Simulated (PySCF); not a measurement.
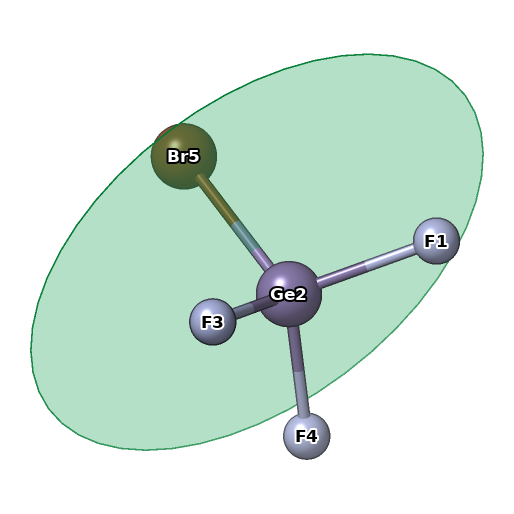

A disc through the centre of mass is drawn in. Distant atoms are faded towards the background colour. Computed geometry: PBE0-D3(BJ)/def2-SVP optimisation. No frequency run is at hand to confirm it as a minimum.

> Is the plane of the disc a mirror plane of the structure?

No. The point group is C3v, with 1 C3 axis and 3 mirror planes, and this plane isn't one of its mirror planes.
